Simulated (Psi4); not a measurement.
Run report: GeNH4Cl, property calculation

System: GeNH4Cl, SMILES [NH2][GeH2][Cl].
Method: B3LYP/def2-SVP, RKS (Psi4 1.11).

The geometry comes from this level: PBE0-D4/def2-TZVP.

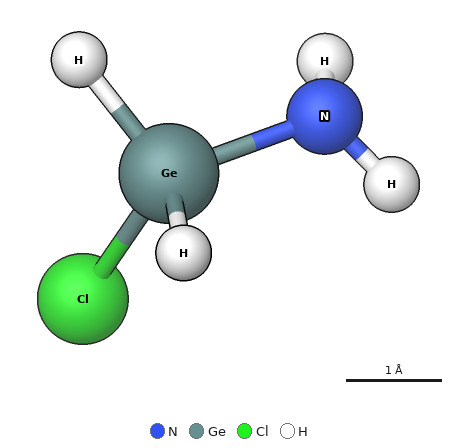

The structure as given in the input (ball-and-stick view, seen at a tilt). Sticks mark near contacts.

Results in brief:

| quantity | value |
| --- | --- |
| outcome | converged |
| total energy | −2594.021731 hartree |
| basis functions | 84 |
| HOMO | −7.39 eV |
| LUMO | 0.47 eV |
| dipole moment | 1.67 D |
| hardware | 1 thread of Intel Xeon @ 2.50GHz (Skylake/Cascade Lake), 16 GiB of memory available, shared host |
| wall time | 6.9 s |
| peak memory | 0.61 GiB |

The input (calc.py):
```python
import psi4

psi4.set_memory('1600 MB')
psi4.set_num_threads(1)
psi4.set_output_file('clgeh4n.out', False)

molecule = psi4.geometry("""
0 1
N     -0.792900     0.515500    -0.722700
Ge     0.579900     0.003300     0.353200
Cl     0.394500    -2.054600     1.034500
H     -1.700900     0.526800    -0.279600
H     -0.858900     0.014700    -1.597700
H      0.559300     0.864900     1.617200
H      1.880200     0.061300    -0.450600
symmetry c1
""")

options = {'basis': 'def2-SVP', 'puream': True, 'scf_type': 'pk', 'dft_radial_points': 75, 'dft_spherical_points': 302}
psi4.set_options(options)

e, wfn = psi4.energy("b3lyp", molecule=molecule, return_wfn=True)
psi4.oeprop(wfn, "DIPOLE", "QUADRUPOLE", "MULLIKEN_CHARGES", "LOWDIN_CHARGES", title="B3LYP")
print(f'b3lyp energy: {e:.10f} Eh')
for k, v in sorted(psi4.core.scalar_variables().items()):
    print(f'{k:45s} {v:18.10f}')
```

Run as:
```bash
python calc.py
```

What the program printed:
```
Psi4 1.11 release

   => Loading Basis Set <=

    Name: DEF2-SVP
    Role: ORBITAL
    Keyword: BASIS

         ---------------------------------------------------------
                                   SCF
                              RKS Reference
                        1 Threads,   1525 MiB Core
         ---------------------------------------------------------

  ==> Geometry <==

    Molecular point group: c1
    Full point group: C1

    Geometry (in Angstrom), charge = 0, multiplicity = 1:

       Center              X                  Y                   Z               Mass
    ------------   -----------------  -----------------  -----------------  -----------------
         N           -1.150891237295     1.011112294536    -1.128043286211    14.003074004430
         GE           0.221908762705     0.498912294536    -0.052143286211    73.921177761000
         CL           0.036508762705    -1.558987705464     0.629156713789    34.968852682000
         H           -2.058891237295     1.022412294536    -0.684943286211     1.007825032230
         H           -1.216891237295     0.510312294536    -2.003043286211     1.007825032230
         H            0.201308762705     1.360512294536     1.211856713789     1.007825032230
         H            1.522208762705     0.556912294536    -0.855943286211     1.007825032230

  Running in c1 symmetry.

  Rotational constants: A =      0.42143  B =      0.10883  C =      0.09090 [cm^-1]
  Rotational constants: A =  12634.18347  B =   3262.72475  C =   2725.18800 [MHz]
  Nuclear repulsion =  274.823479780225739

  Charge       = 0
  Multiplicity = 1
  Electrons    = 60
  Nalpha       = 30
  Nbeta        = 30

  ==> Algorithm <==

  SCF Algorithm Type is PK.
  DIIS enabled.
  MOM disabled.
  Fractional occupation disabled.
  Guess Type is SAD.
  Energy threshold   = 1.00e-06
  Density threshold  = 1.00e-06
  Integral threshold = 1.00e-12

  ==> Primary Basis <==

  Basis Set: DEF2-SVP
    Blend: DEF2-SVP
    Number of shells: 38
    Number of basis functions: 84
    Number of Cartesian functions: 89
    Spherical Harmonics?: true
    Max angular momentum: 2

  ==> DFT Potential <==

   => LibXC <=

    Version 7.1.2

   => Composite Functional: B3LYP <=

    B3LYP Hyb-GGA Exchange-Correlation Functional

    Deriv               =              1
    GGA                 =           TRUE
    Meta                =          FALSE

    Exchange Hybrid     =           TRUE
    MP2 Hybrid          =          FALSE

   => Exchange Functionals <=

    0.0800   Slater exchange
    0.7200         Becke 88

   => Exact (HF) Exchange <=

    0.2000               HF

   => Correlation Functionals <=

    0.1900   Vosko, Wilk & Nusair (VWN5_RPA)
    0.8100   Lee, Yang & Parr

   => LibXC Density Thresholds  <==

    XC_HYB_GGA_XC_B3LYP:  1.00E-15

   => Molecular Quadrature <=

    Radial Scheme          =       TREUTLER
    Pruning Scheme         =           NONE
    Nuclear Scheme         =       TREUTLER

    Blocking Scheme        =         OCTREE
    BS radius alpha        =              1
    Pruning alpha          =              1
    Radial Points          =             75
    Spherical Points       =            302
    Total Points           =         150894
    Total Blocks           =           1195
    Max Points             =            255
    Max Functions          =             82
    Weights Tolerance      =       1.00E-15

  ==> Integral Setup <==

  Using in-core PK algorithm.
   Calculation information:
      Number of atoms:                   7
      Number of AO shells:              38
      Number of primitives:             80
      Number of atomic orbitals:        89
      Number of basis functions:        84

      Integral cutoff                 1.00e-12
      Number of threads:                 1

  Performing in-core PK
  Using 12748470 doubles for integral storage.
  We computed 250076 shell quartets total.
  Whereas there are 274911 unique shell quartets.

  ==> DiskJK: Disk-Based J/K Matrices <==

    J tasked:                  Yes
    K tasked:                  Yes
    wK tasked:                  No
    Memory [MiB]:              855
    Schwarz Cutoff:          1E-12

  Cached 100.0% of DFT collocation blocks in 0.282 [GiB].

  Minimum eigenvalue in the overlap matrix is 1.4919557970E-02.
  Reciprocal condition number of the overlap matrix is 3.1868576082E-03.
    Using symmetric orthogonalization.

  ==> Pre-Iterations <==

  SCF Guess: Superposition of Atomic Densities via on-the-fly atomic UHF (no occupation information).

   -------------------------
    Irrep   Nso     Nmo
   -------------------------
     A         84      84
   -------------------------
    Total      84      84
   -------------------------

  ==> Iterations <==

                        Total Energy        Delta E     RMS |[F,P]|

   @RKS iter SAD: -2590.60783931436845   -2.59061e+03   0.00000e+00
   @RKS iter   1: -2592.56774041662220   -1.95990e+00   2.90589e-02 ADIIS/DIIS
   @RKS iter   2: -2590.19131462710675    2.37643e+00   5.56757e-02 ADIIS/DIIS
   @RKS iter   3: -2593.98229654019178   -3.79098e+00   4.84338e-03 ADIIS/DIIS
   @RKS iter   4: -2594.01777338087595   -3.54768e-02   1.13043e-03 ADIIS/DIIS
   @RKS iter   5: -2594.02157707760807   -3.80370e-03   2.27592e-04 ADIIS/DIIS
   @RKS iter   6: -2594.02171706972877   -1.39992e-04   6.52621e-05 DIIS
   @RKS iter   7: -2594.02173064947465   -1.35797e-05   4.71019e-06 DIIS
   @RKS iter   8: -2594.02173073835320   -8.88786e-08   8.34803e-07 DIIS
  Energy and wave function converged.

  ==> Post-Iterations <==

   Electrons on quadrature grid:
      Ntotal   =   59.9999706513 ; deviation = -2.935e-05

    Orbital Energies [Eh]
    ---------------------

    Doubly Occupied:

       1A   -398.730794     2A   -101.473997     3A    -49.795557
       4A    -44.330412     5A    -44.329277     6A    -44.329233
       7A    -14.323123     8A     -9.428884     9A     -7.195525
      10A     -7.189113    11A     -7.188890    12A     -6.247543
      13A     -4.423700    14A     -4.420149    15A     -4.419361
      16A     -1.247093    17A     -1.245891    18A     -1.243540
      19A     -1.241040    20A     -1.241015    21A     -0.847236
      22A     -0.792244    23A     -0.556596    24A     -0.495953
      25A     -0.402803    26A     -0.369985    27A     -0.368908
      28A     -0.306461    29A     -0.295731    30A     -0.271576

    Virtual:

      31A      0.017163    32A      0.024920    33A      0.054107
      34A      0.085594    35A      0.102219    36A      0.117669
      37A      0.197298    38A      0.285980    39A      0.288703
      40A      0.343310    41A      0.347693    42A      0.400272
      43A      0.471664    44A      0.478099    45A      0.556037
      46A      0.586693    47A      0.652319    48A      0.658597
      49A      0.744995    50A      0.750130    51A      0.785130
      52A      0.806703    53A      0.817898    54A      0.848147
      55A      0.873580    56A      0.919877    57A      0.929896
      58A      0.944124    59A      0.953976    60A      0.995936
      61A      1.043253    62A      1.287593    63A      1.307183
      64A      1.501691    65A      1.504486    66A      1.606848
      67A      1.619184    68A      1.692980    69A      1.755799
      70A      1.805800    71A      1.858182    72A      1.918517
      73A      2.115423    74A      2.118310    75A      2.377877
      76A      2.449178    77A      2.460219    78A      2.571394
      79A      2.591424    80A      2.666368    81A      2.723376
      82A      2.768723    83A      3.085068    84A      3.312462

    Final Occupation by Irrep:
              A
    DOCC [    30 ]
    NA   [    30 ]
    NB   [    30 ]

  @RKS Final Energy: -2594.02173073835320

   => Energetics <=

    Nuclear Repulsion Energy =            274.8234797802257390
    One-Electron Energy =               -4154.4157036727010563
    Two-Electron Energy =                1378.7915556443981586
    DFT Exchange-Correlation Energy =     -93.2210624902765090
    Empirical Dispersion Energy =           0.0000000000000000
    VV10 Nonlocal Energy =                  0.0000000000000000
    Total Energy =                      -2594.0217307383536536

Computation Completed

Properties will be evaluated at   0.000000,   0.000000,   0.000000 [a0]

Properties computed using the SCF density matrix

 Multipole Moments:

 ------------------------------------------------------------------------------------
     Multipole            Electronic (a.u.)      Nuclear  (a.u.)        Total (a.u.)
 ------------------------------------------------------------------------------------

 L = 1.  Multiply by 2.5417464519 to convert [e a0] to [Debye]
 Dipole X            :          3.2555871           -3.5654866           -0.3098995
 Dipole Y            :          0.4634582           -0.0182592            0.4451991
 Dipole Z            :          1.8990528           -2.2701227           -0.3710699
 Magnitude           :                                                    0.6572159

 ------------------------------------------------------------------------------------

	total time  =          5 seconds =       0.08 minutes

Properties will be evaluated at   0.000000,   0.000000,   0.000000 [a0]

Properties computed using the B3LYP density matrix

 Multipole Moments:

 ------------------------------------------------------------------------------------
     Multipole            Electronic (a.u.)      Nuclear  (a.u.)        Total (a.u.)
 ------------------------------------------------------------------------------------

 L = 1.  Multiply by 2.5417464519 to convert [e a0] to [Debye]
 Dipole X            :          3.2555871           -3.5654866           -0.3098995
 Dipole Y            :          0.4634582           -0.0182592            0.4451991
 Dipole Z            :          1.8990528           -2.2701227           -0.3710699
 Magnitude           :                                                    0.6572159

 L = 2.  Multiply by 1.3450342976 to convert [e a0^2] to [Debye ang]
 Quadrupole XX       :        -92.9942885           67.6638497          -25.3304387
 Quadrupole XY       :         25.8547182          -25.6221766            0.2325416
 Quadrupole XZ       :        -41.7697122           42.4840308            0.7143186
 Quadrupole YY       :       -244.7946143          213.9285084          -30.8661059
 Quadrupole YZ       :         94.8050151          -92.9953384            1.8096767
 Quadrupole ZZ       :       -106.8514002           80.0139618          -26.8374384
 Traceless XX        :         55.2191459          -52.8715902            2.3475556
 Traceless YY        :        -96.5811800           93.3930684           -3.1881116
 Traceless ZZ        :         41.3620341          -40.5214782            0.8405560

 ------------------------------------------------------------------------------------
  Mulliken Charges: (a.u.)
   Center  Symbol    Alpha    Beta     Spin     Total
       1     N     3.66593  3.66593  0.00000 -0.33186
       2    GE    15.73490 15.73490  0.00000  0.53019
       3    CL     8.64305  8.64305  0.00000 -0.28611
       4     H     0.43912  0.43912  0.00000  0.12175
       5     H     0.43914  0.43914  0.00000  0.12173
       6     H     0.53893  0.53893  0.00000 -0.07786
       7     H     0.53893  0.53893  0.00000 -0.07785

   Total alpha = 30.00000, Total beta = 30.00000, Total charge =  0.00000

  Lowdin Charges: (a.u.)
   Center  Symbol    Alpha    Beta     Spin     Total
       1     N     3.59598  3.59598  0.00000 -0.19196
       2    GE    15.87031 15.87031  0.00000  0.25937
       3    CL     8.53821  8.53821  0.00000 -0.07642
       4     H     0.46568  0.46568  0.00000  0.06864
       5     H     0.46570  0.46570  0.00000  0.06860
       6     H     0.53206  0.53206  0.00000 -0.06411
       7     H     0.53206  0.53206  0.00000 -0.06412

  Total alpha = 30.00000, Total beta = 30.00000, Total charge = -0.00000
```

Standard output:
```
b3lyp energy: -2594.0217307384 Eh
CURRENT ENERGY                                  -2594.0217307384
CURRENT REFERENCE ENERGY                        -2594.0217307384
DD SOLVATION ENERGY                                 0.0000000000
DFT FUNCTIONAL TOTAL ENERGY                     -2594.0217307384
DFT TOTAL ENERGY                                -2594.0217307384
DFT VV10 ENERGY                                     0.0000000000
DFT XC ENERGY                                     -93.2210624903
GRID ELECTRONS ALPHA                               29.9999853256
GRID ELECTRONS BETA                                29.9999853256
GRID ELECTRONS TOTAL                               59.9999706513
NUCLEAR REPULSION ENERGY                          274.8234797802
ONE-ELECTRON ENERGY                             -4154.4157036727
PCM POLARIZATION ENERGY                             0.0000000000
PE ENERGY                                           0.0000000000
SCF ITERATION ENERGY                            -2594.0217307384
SCF ITERATIONS                                      8.0000000000
SCF TOTAL ENERGY                                -2594.0217307384
TWO-ELECTRON ENERGY                              1378.7915556444
XC GRID RADIAL POINTS                              75.0000000000
XC GRID SPHERICAL POINTS                          302.0000000000
XC GRID TOTAL POINTS                           150894.0000000000
```

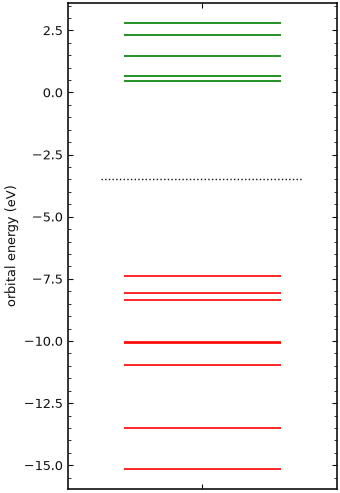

Orbital energies near the frontier; the dotted line parts filled from empty levels, and levels within 0.02 eV of each other stand side by side. Highest filled −7.39 eV, lowest empty 0.47 eV, 7.86 eV apart.

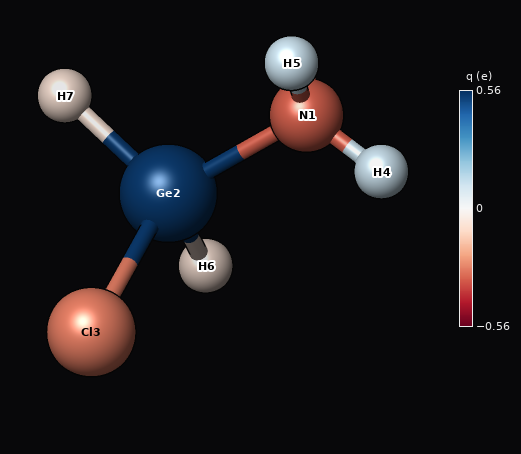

Mulliken charges, as the colour of each atom (ball-and-stick view, seen at a tilt; atoms are numbered from 1 in the order of the input; Mulliken charges depend strongly on the basis). By element: N −0.33, Ge +0.53, Cl −0.29 and H −0.08 to +0.12 e.
